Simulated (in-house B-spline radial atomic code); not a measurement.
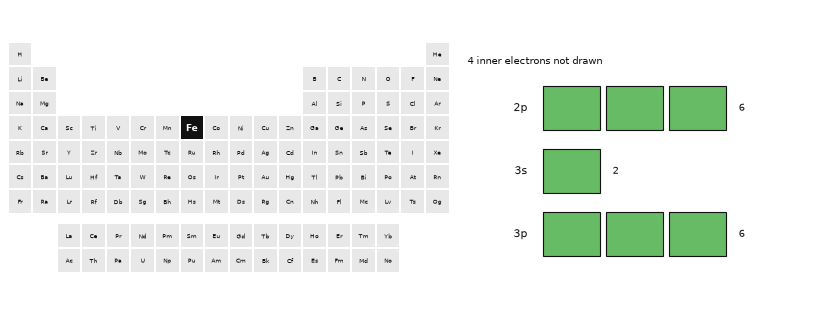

*Left, the place of iron in the periodic table; right, the outer shells of the closed core: a box for each of the 2l + 1 orbitals, shaded by the share of the shell that is filled, with the electron count at the right.*

# Fe⁶⁺: many-body perturbation calculation

System: Fe⁶⁺, core [Ne] 3s2 3p6.
Method: configuration interaction of two valence electrons with many-body perturbation theory for the core (screened one- and two-electron correlation potentials), Breit and QED, no-pair Dirac, B-spline basis (in-house B-spline radial atomic code).

## Input file
```
basis_form = 3
Z = 26
core_configuration = [Ne] 3s2 3p6
rms_radius = 3.7377
mass_number = 56
speed_of_light = 137.035999084
box_radius = 11.25
lmax = 6
intervals = 63
virtual_cutoff = 1352.0
```

The run was one of a batch that the task file lists, launched with:
```bash
python <driver script> task.json out
```

The program writes its results to a structured record and prints no log; tables and figures of this report are taken from that record.

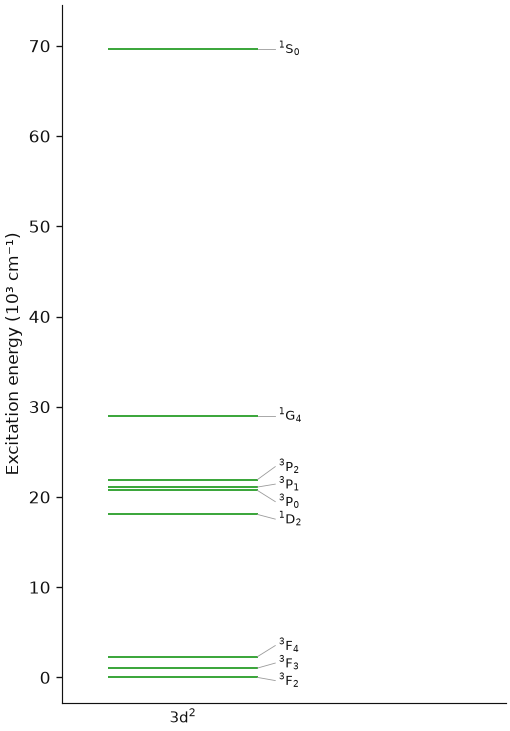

*Levels of Fe⁶⁺, two electrons outside the core [Ne] 3s² 3p⁶. CI+MBPT: configuration interaction in the frozen-core Dirac–Hartree–Fock potential with screened core-valence correlation, Breit and QED terms; computed with a B-spline radial code.*

The lowest level is 3d² ³F₂. The first excited level, 3d² ³F₃, lies at 1,040 cm⁻¹. The ground term spreads over 2,310 cm⁻¹ in the order J = 2, 3, 4, a normal multiplet. All levels drawn have even parity, so no electric dipole line joins them. The ionisation energy is 125.0 eV, against 121.0 eV from CI without core-valence correlation and a measured value of 125.0 eV.

| Level | E (cm⁻¹) |
| --- | --- |
| 3d² ³F₂ | 0 |
| 3d² ³F₃ | 1,037 |
| 3d² ³F₄ | 2,306 |
| 3d² ¹D₂ | 18,060 |
| 3d² ³P₀ | 20,720 |
| 3d² ³P₁ | 21,100 |
| 3d² ³P₂ | 21,930 |
| 3d² ¹G₄ | 29,020 |
| 3d² ¹S₀ | 69,660 |

## Summary

| quantity | value |
| --- | --- |
| outcome | converged |
| hardware | 1 CPU thread, shared host |
| wall time | 2.1 min |

## Notes

Limits: levels with the lowest nd electron over a p6 core lie up to 1200 cm⁻¹ too low for each such electron near neutrality.
